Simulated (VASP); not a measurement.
Band structure of RuSb (relaxed from the zinc blende structure, space group F-43m). Method: PBEsol GGA, VASP's PBE PAW potentials (set 64) (plane waves; VASP 6.6.1).

Unless said otherwise, spin-orbit coupling is left out, though it shifts the bands of the heavy elements here.

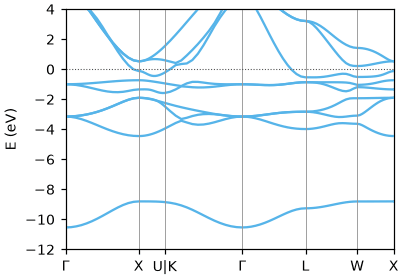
Figure: Bands along high-symmetry lines, zero at the valence-band maximum or, without a gap, the Fermi level

Q: Read the plot: is there a gap, and where are the band edges?

A: It has no gap at this level: it comes out as a metal or semimetal. (Edges off the drawn lines would not show.)

The structure was generated: RuSb was put into the zinc blende type (F-43m), which need not be its known phase. It was relaxed first, which changed the volume by -31 %. The electron count is odd and the run is not spin-polarised, which forces a metal.
